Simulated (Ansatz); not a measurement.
Base system: GaSb in the zinc blende structure (space group F-43m, No. 216; a = 6.1335 Å). Axes: x, y, z lie along the cube axes.

Now apply this change: biaxial strain −0.13 %, plane normal [001], relaxed out of plane (Cartesian); in-plane vectors clamped, the third vector and the atoms free.

Method: r2SCAN in Ansatz (plane waves to 500 eV, PAW, no SOC), earlier PAW set.

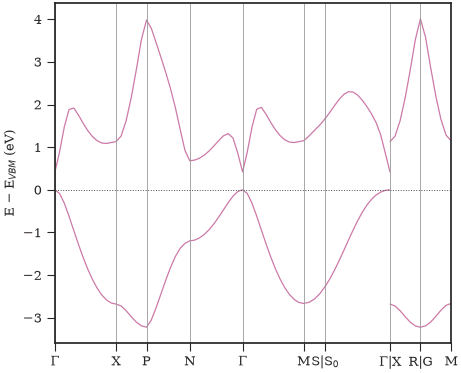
Fig. 1. Highest valence and lowest conduction band along the path of the changed cell's own zone

The gap is 0.42 eV, direct at Γ; the base has 0.41 eV.

Spin-orbit coupling, missing from the scalar runs, can matter with Sb. Stability against distortions was not tested. Labels are those of the standard path for the cell's own space group.

Ansatz is a program for electronic structure.
